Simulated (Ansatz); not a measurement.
The starting structures come from a database of crystals and need not be the phases stable at ambient conditions.

 Where the default PAW files enter, the runs use the earlier of Ansatz's two default sets.

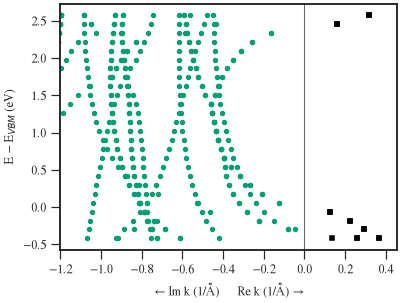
Figure: Complex bands at the centre of the two-dimensional zone; r2SCAN (Ansatz, a first-principles code)

No gap correction and no spin-orbit coupling; mid-gap values are interpolated between computed energies.

Problem. This is K₂TiCl₆ (Fm-3m, not sure to be the ambient phase, 9 atoms a cell, 26.2 Å³ an atom) along the normal of (001). Read off the slowest decay at the centre of the two-dimensional zone at 1.14 eV, the computed energy nearest the middle of the gap.

Solution. κ ≈ 0.40 1/Å, a decay length 1/(2κ) of the density of 1.3 Å.
